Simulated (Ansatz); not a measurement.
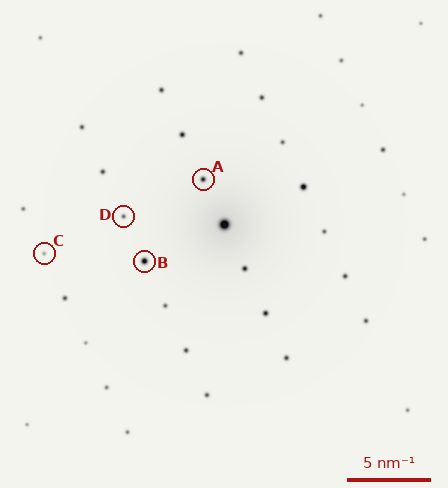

Kinematic zone-axis pattern, calculated for 300 keV electrons with B = 0.5 Å². The zone axis points towards the electron source and the pattern is seen from the source side.

Crystal: As, space group R-3m (No. 166), a = 3.78 Å, c = 10.10 Å (hexagonal axes). Structure: the input geometry of an electronic-structure calculation (not necessarily at equilibrium).

Spot A is indexed 0 0 -3 and spot B -1 2 0.

Question: Give hkl for C, D.

Answer: C = A + 2B = -2 4 -3 (d = 0.910 Å). D = A + B = -1 2 -3 (d = 1.649 Å).

Question: Find the zone axis.

Answer: The cross product of A and B is parallel to [210]; every spot obeys hu + kv + lw = 0.
